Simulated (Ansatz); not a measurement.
# BNH3 (SMILES B[NH]) at 6 levels

We compute a comparison of 6 runs (U-wB97X/STO-3G, UPBE/STO-3G, UPBE0/STO-3G, UCCSDT/STO-3G, UCCSDTQ/STO-3G, UCCSD/STO-3G) of BNH3. 

Program for the calculation: Ansatz 0.2.0.

53 further runs of the same task are left out: 53 set aside as unsound or not needed.

### Step 1. The structure to begin with

BNH3 has 5 atoms, charge 0, and is taken as a doublet. As SMILES, `B[NH]`. The H4–B1 distance was set to 3.009 Å, away from the relaxed value. At this shape a bond of the SMILES string is far longer than usual.

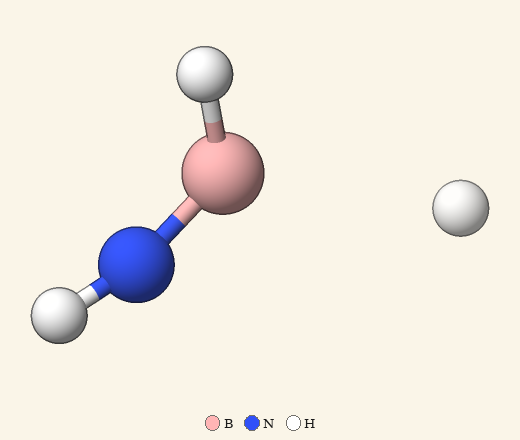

Viewed from a chosen angle; boron pink, nitrogen blue, hydrogen white.

### Step 2. The energy at U-wB97X/STO-3G (run 1)

The input, molecule.yaml:

```yaml
crystal:
  periodic: [false, false, false]
  atoms:
    - {symbol: B, position_ang: [0.669176, -0.065592, 1.393889]}
    - {symbol: "N", position_ang: [1.511176, 0.959708, 1.465689]}
    - {symbol: H, position_ang: [0.565176, -0.802892, 2.347989]}
    - {symbol: H, position_ang: [-0.964100, -0.573100, -1.081900]}
    - {symbol: H, position_ang: [2.188376, 1.626208, 1.774789]}
basis:
  gaussian: {orbitals: STO-3G}
accuracy: high
magnetization: {spin_polarized: true, initial_magnetization: 1}
hamiltonian: {xc: {name: wB97X}}
```

Run with:

```bash
ansatz run molecule.yaml --threads 1 --pin off --max-ram 2610MiB --events-out events.jsonl --progress --plain --runs-dir runs
```

Log:

```text
Warning: RAYON_NUM_THREADS=1 ignored (pool sized by the plan → 1); use --threads N
Functional definition: wB97X
  name "wB97X"
  parameter omega = 0.3/bohr
  parameter cx = 0.157706
  parameter cx1 = 0.726479
  parameter cx2 = 1.04760
  parameter cx3 = -5.70635
  parameter cx4 = 13.2794
  parameter css1 = -4.33879
  parameter css2 = 18.2308
  parameter css3 = -31.7430
  parameter css4 = 17.2901
  parameter cos1 = 2.37031
  parameter cos2 = -11.3995
  parameter cos3 = 6.58405
  parameter cos4 = -3.78132
  exchange = spin_sum(e_x_unif_sr(omega)*poly(b97_u_x, 1 - cx, cx1, cx2, cx3, cx4)) + cx*exact_x_sr(omega)
      + exact_x_lr(omega)
  correlation = spin_sum(e_c_pw_same_spin*poly(b97_u_same, 1, css1, css2, css3, css4))
      + integral(e_c_pw_opposite_spin*poly(b97_u_opposite, 1, cos1, cos2, cos3, cos4))
207 factors; integrals over basis functions are off by at most 8.0e-9 eV
124 factors; integrals over basis functions are off by at most 8.3e-10 eV
mean field evaluation 1: about -2177.4321 eV, gradient 2.0e1 eV
mean field evaluation 2: about -2173.2347 eV, gradient 3.8e1 eV
mean field evaluation 4: about -2180.3704 eV, gradient 6.6e-1 eV
mean field evaluation 8: about -2180.3142 eV, gradient 3.0e-2 eV
mean field evaluation 16: about -2180.3149 eV, gradient 3.5e-4 eV
mean field evaluation 32: about -2179.5160 eV, gradient 6.0e0 eV
mean field -2180.31489824 eV, -80.1250946397 hartree, gradient 8.7e-8 eV, S^2 0.770080; 2 other end points of the search recorded, 0 dependent functions left out
reference -2180.31489731 eV, -80.1250946056 hartree; 8, 7 occupied and 5, 6 virtual orbitals, 207 factors
Total energy: -2180.31489731 eV, -80.1250946056 hartree
```

It took 8.4 s on 1 thread of Arm Neoverse V1, shared host; peak memory 0.31 GiB.

### Step 3. The energy at UPBE/STO-3G (run 2)

The input, input.yaml:

```yaml
crystal:
  periodic: [false, false, false]
  atoms:
    - symbol: B
      position_ang: [0.669176, -0.065592, 1.393889]
    - symbol: N
      position_ang: [1.511176, 0.959708, 1.465689]
    - symbol: H
      position_ang: [0.565176, -0.802892, 2.347989]
    - symbol: H
      position_ang: [-0.964100, -0.573100, -1.081900]
    - symbol: H
      position_ang: [2.188376, 1.626208, 1.774789]
basis:
  gaussian:
    orbitals: STO-3G
accuracy: high
hamiltonian:
  xc: {name: PBE}
magnetization:
  spin_polarized: true
  initial_magnetization: 1
```

Run with:

```bash
ansatz run input.yaml --threads 1 --pin off --max-ram 2610MiB --events-out events.jsonl --progress --plain --runs-dir runs
```

Log:

```text
Warning: RAYON_NUM_THREADS=1 ignored (pool sized by the plan → 1); use --threads N
Functional definition: PBE
  name "PBE"
  parameter kappa = 0.804
  parameter beta = 0.06672455060314922
  exchange = pbe_x(kappa = kappa, mu = beta*pi^2/3)
  correlation = pbe_c(beta = beta)
207 factors; integrals over basis functions are off by at most 8.0e-9 eV
mean field evaluation 1: about -2176.4526 eV, gradient 1.7e1 eV
mean field evaluation 2: about -2144.6377 eV, gradient 7.3e1 eV
mean field evaluation 4: about -2178.1773 eV, gradient 4.1e-1 eV
mean field evaluation 8: about -2178.1060 eV, gradient 1.1e-2 eV
mean field evaluation 16: about -2178.1060 eV, gradient 2.9e-6 eV
mean field -2178.10595308 eV, -80.0439174025 hartree, gradient 5.2e-8 eV, S^2 0.751460; 2 other end points of the search recorded, 0 dependent functions left out
reference -2178.10595523 eV, -80.0439174813 hartree; 8, 7 occupied and 5, 6 virtual orbitals, 207 factors
Total energy: -2178.10595523 eV, -80.0439174813 hartree
```

It took 1.3 s on 1 thread of Arm Neoverse V1, shared host; peak memory 0.11 GiB.

Runs 3 to 5 aren't shown in full; the table further down has their settings and results.

### Step 4. A single-point energy at UCCSD/STO-3G (run 6)

The input, molecule.yaml:

```yaml
crystal:
  periodic: [false, false, false]
  atoms:
    - symbol: B
      position_ang: [0.669176, -0.065592, 1.393889]
    - symbol: N
      position_ang: [1.511176, 0.959708, 1.465689]
    - symbol: H
      position_ang: [0.565176, -0.802892, 2.347989]
    - symbol: H
      position_ang: [-0.964100, -0.573100, -1.081900]
    - symbol: H
      position_ang: [2.188376, 1.626208, 1.774789]
basis:
  gaussian:
    orbitals: STO-3G
total_charge: 0
magnetization:
  spin_polarized: true
  initial_magnetization: 1
correlation:
  method: ccsd
  frozen_orbitals: {B: 1, H: 0, "N": 1}
accuracy: high
scf:
  omitted_lower_state_checks: [cluster_reference, increment]
```

Run with:

```bash
ansatz run molecule.yaml --threads 1 --pin off --max-ram 2610MiB --events-out events.jsonl --progress --plain --runs-dir runs
```

Log:

```text
Warning: RAYON_NUM_THREADS=1 ignored (pool sized by the plan → 1); use --threads N
[... 15 lines left out ...]
2 core orbitals not correlated: weight in the atoms' cores, before any rotation towards them, 1.000 or more for the frozen orbitals, at most 0.000 for the correlated occupied ones
[... 35 lines left out ...]
Total energy: -2171.31911755 eV, -79.7945057969 hartree
Checks for a lower state left out: cluster_reference, increment
```

It took 0.22 s on 1 thread of Arm Neoverse V1, shared host.

### Step 5. The series

| run | level | frozen core orbitals | energy (Eh) | ⟨S²⟩ | wall time |
| --- | --- | --- | --- | --- | --- |
| 1 | U-wB97X/STO-3G | – | -80.125095 | 0.770 | 8.4 s |
| 2 | UPBE/STO-3G | – | -80.043917 | 0.751 | 1.3 s |
| 3 | UPBE0/STO-3G | – | -80.049698 | 0.773 | 1.5 s |
| 4 | UCCSDT/STO-3G | 2 | -79.804328 | 1.488 | 0.64 s |
| 5 | UCCSDTQ/STO-3G | 2 | -79.803387 | 1.488 | 21 s |
| 6 | UCCSD/STO-3G | 2 | -79.794506 | 1.488 | 0.22 s |

### Step 6. Summary of results

| quantity | value |
| --- | --- |
| run 6: total energy | -79.79451 Eh |
| run 6: correlation energy (2 core orbitals frozen) | -140.6 mEh |
| run 6: ⟨S²⟩ of the reference determinant | 1.488 |
| run 6: T1 diagnostic | 0.106 |

What this shows: Totals of different functionals can't be ranked against each other. In runs 1, 2, 3, 4, 5, 6 the basis is minimal, so the values are rough. Spin contamination of the reference: run 4 ⟨S²⟩ = 1.49, run 5 ⟨S²⟩ = 1.49, run 6 ⟨S²⟩ = 1.49. Where it is this large, the reference is a mixture of spin states, and values that rest on it are in doubt. All runs together took 33 s, the longest 21 s.
